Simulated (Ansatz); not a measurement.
```xyz
13

N    -1.8219   -0.6360    0.5595
Si   -0.1266   -0.3849    0.4215
O     0.7251   -1.7869    0.7793
Si    0.3431    0.2817   -1.7827
As    0.3886    1.2578    2.0613
H    -2.2430   -0.7294    1.4783
H    -2.3088   -1.2082   -0.1225
H     1.6747   -1.7666    0.6239
H     1.8256    0.3170   -2.0002
H    -0.2400   -0.6743   -2.7796
H    -0.2019    1.6469   -2.0602
H     0.1277    2.4195    1.1084
H     1.8777    1.2283    1.7276
```

All numbers below come from Ansatz 0.2.0, RKS PBE0/def2-SVP.

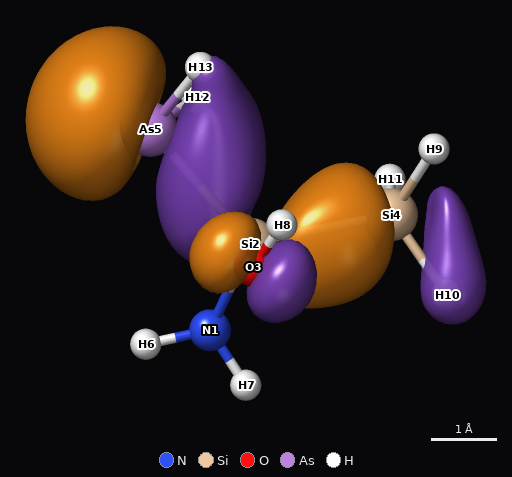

AsH₈NOSi₂ (SMILES N[Si](O)([SiH3])[AsH2]). The HOMO at ±0.1 Å⁻³ᐟ² (orange and purple are the two phases), seen at a tilt.

> Describe this orbital and give its energy.

By Hirshfeld shares it lies mainly on As5 (about 50 %), Si2 (about 15 %), Si4 (about 15 %) and O3 (about 10 %). Its energy is −6.81 eV.
